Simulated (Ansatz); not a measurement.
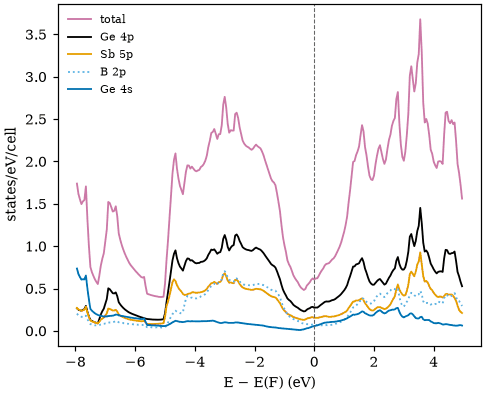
Fig. 1. Total and projected density of states of Ge2BSb in space group R3m (No. 160; B on 3a, Sb on 3a, Ge on 3a, Ge on 3a), PBEsol in the plane-wave PAW code Ansatz

**Question.** Which orbitals carry the states next to the Fermi level?

**Answer.** Within 0.5 eV of the Fermi level: Ge 4p 45 %, Sb 5p 25 %, B 2p 12 %, Ge 4s 9 %. Projections are on Löwdin-orthogonalised atomic valence shells; empty p or d shells of many metals are not among them.

**Question.** Where is the tallest occupied peak in this window, and what makes it?

**Answer.** Near -3.0 eV, about 2.8 states/eV per cell; the largest projected share is Ge 4p.

The start of the workflow was typed in or built on a structure type; neither database checked (COD, Materials Project) lists it. Its standing as an ambient phase is unchecked. Symmetry was held in the PBEsol relaxation; its stability against distortions is not shown here. The volume moved by 17 % from the start of the relaxation. Its formation energy is positive at this level, so the cell may be metastable or incomplete. Spin–orbit coupling is left out wherever it is not named.

Potentials: the earlier of the program's two PAW sets. The files were generated under PBE; for other functionals the program regenerates the frozen cores, and for LDA and PBEsol the local potential too.
